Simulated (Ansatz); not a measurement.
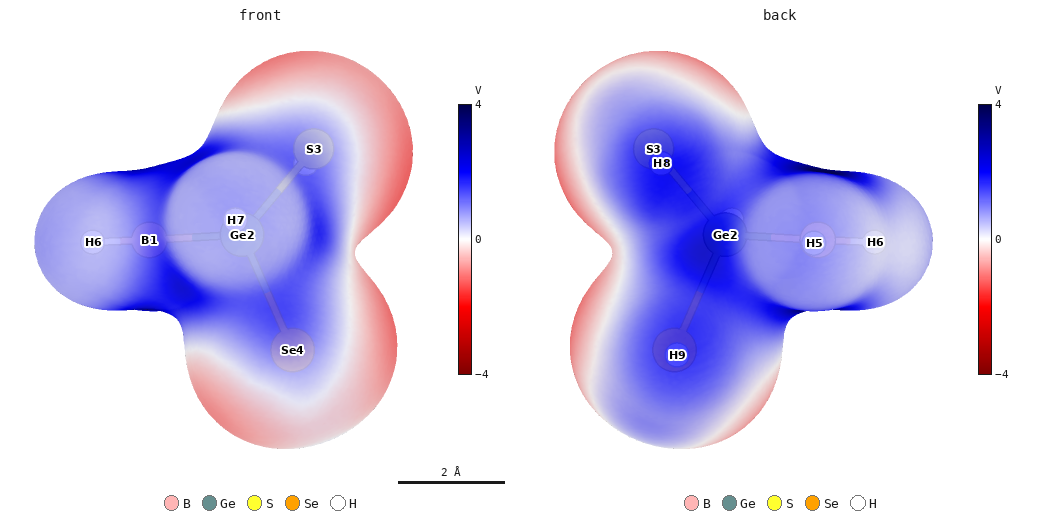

Figure. BGeH5SSe. The electrostatic potential painted on the density surface at 0.004 e/bohr³, seen from the front and from behind; the colour scale runs from red (negative) to blue (positive).

These are results of RHF/def2-SVP in Ansatz, not measurements.

```yaml
atoms:
  - { symbol: B, position_ang: [-0.7716, -0.5162, -1.2707] }
  - { symbol: Ge, position_ang: [0.5559, 0.6011, -0.1222] }
  - { symbol: S, position_ang: [2.1808, -0.6911, 0.7340] }
  - { symbol: Se, position_ang: [-0.7754, 1.7008, 1.5255] }
  - { symbol: H, position_ang: [-1.2522, -1.5077, -0.8021] }
  - { symbol: H, position_ang: [-1.0984, -0.1686, -2.3678] }
  - { symbol: H, position_ang: [1.3035, 1.7417, -0.8119] }
  - { symbol: H, position_ang: [1.3852, -1.6935, 1.1175] }
  - { symbol: H, position_ang: [-1.4392, 0.4873, 1.9807] }
```

### Describe the electrostatic potential map.

The most negative region (about −1.2 V) lies over S3, the most positive (about +3.8 V) over B1.
